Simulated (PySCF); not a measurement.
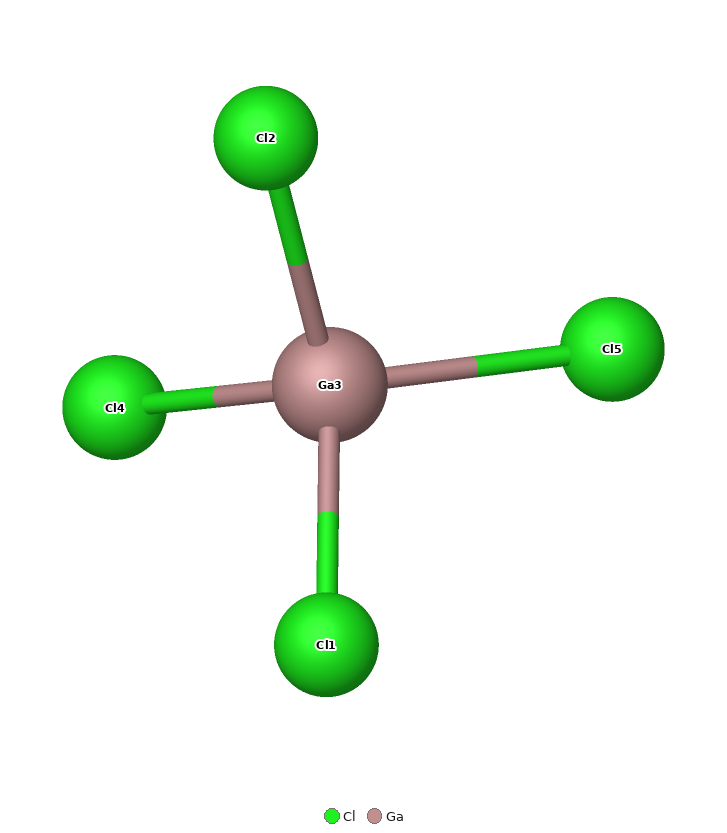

*Cl₄Ga, charge −1, SMILES `[Cl-].Cl[Ga](Cl)Cl`. Deformation density (molecule less spherical, spin-averaged free atoms at the same positions), surfaces at ±0.15 e/Å³; purple: gain, green: loss.*

Computed with PySCF, PBE0/aug-cc-pVDZ, geometry: GFN2-xTB. The pair's geometry is semi-empirical, so its contact may be too short or too long. GFN2-xTB bond lengths at metals and heavier atoms can be off by up to 0.1 Å and shapes distorted, which carries into these values.

Input

```python
import numpy as np
from pyscf import gto, scf, dft
from pyscf.scf import atom_ks, atom_hf
from scipy.linalg import block_diag

def solve(mol, dm0=None, hcore=None):
    mf = (dft.UKS if mol.spin else dft.RKS)(mol, xc='pbe0')
    mf.grids.level = 3
    mf = mf.density_fit(auxbasis='def2-universal-jkfit')
    mf.conv_tol, mf.max_cycle = 1e-8, 80
    if hcore is not None:
        mf.get_hcore = lambda *args: hcore
    mf.kernel(dm0)
    if not mf.converged:
        mf = mf.newton().run(mf.mo_coeff, mf.mo_occ, max_cycle=30)
    assert mf.converged, 'SCF not converged'
    return mf

mol = gto.M(atom='''
Cl    -0.23956     1.75694     1.25387
Cl     0.23964    -1.75703     1.25381
Ga    -0.00006     0.00006    -0.00006
Cl     1.75710     0.23958    -1.25379
Cl    -1.75707    -0.23960    -1.25378
''', basis='aug-cc-pvdz', charge=-1, spin=0, verbose=4)
mf = solve(mol)
mf.analyze()
# spherically averaged free atoms, for the promolecule
atm = atom_ks.get_atm_nrks(mol, xc='pbe0')
pro = block_diag(*[(atm[a[0]][2] * atm[a[0]][3]) @ atm[a[0]][2].T for a in mol._atom])
np.savez('result.npz', e=mf.e_tot, c=mf.mo_coeff, occ=mf.mo_occ, eps=mf.mo_energy, pro=pro, dip=mf.dip_moment(verbose=0), s2=mf.spin_square()[0])
```

Command:

```sh
OMP_NUM_THREADS=1 python input.py
```

The run took 20 s on 1 thread of Arm Neoverse V2 (shared host), peak memory 0.62 GiB.

Partitions, critical points and surface values were worked out afterwards from this run's density.

### Describe the bonding that the map shows.

Cl1–Ga3, Ga3–Cl5, Ga3–Cl4 and Cl2–Ga3: +0.02 e/Å³ at the bond critical point (bond length 2.17 Å); up to 0.6 Å beside the axis the gain reaches +0.11 e/Å³. In all, 1.6 electrons gather in the regions of gain relative to the promolecule of neutral atoms (this includes the anion's extra charge). A small or negative value marks a very polar bond, one between electron-rich atoms, whose free-atom densities already overlap strongly, a long bond to a heavier atom, or a closed-shell contact such as a hydrogen bond.

### Where do the Hirshfeld charges lie?

The highest Hirshfeld charge is on Ga3 (+0.29 e), the lowest on Cl1, Cl2, Cl4 and Cl5 (−0.32 e).
